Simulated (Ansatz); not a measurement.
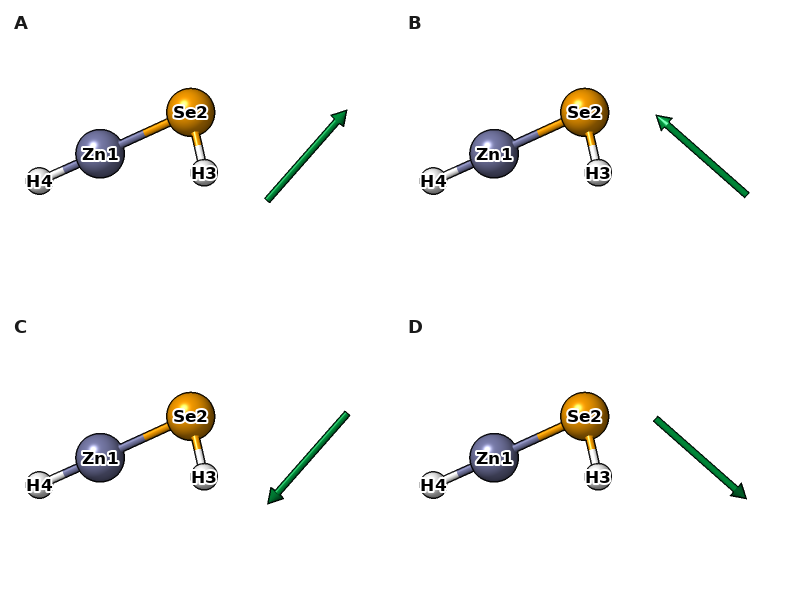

The same molecule four times, each with an arrow. The geometry was computed by an optimisation with PBE-D4/def2-SVP. No frequency run is at hand to confirm it as a minimum. Method: RKS PBE-D4/def2-SVP (Ansatz 0.2.0).

**Which arrow points along the dipole moment, from the negative to the positive end?**

C. The dipole moment is 1.12 D; it points from the side of Se2 to the side of H4 (the outermost atoms at the two ends).
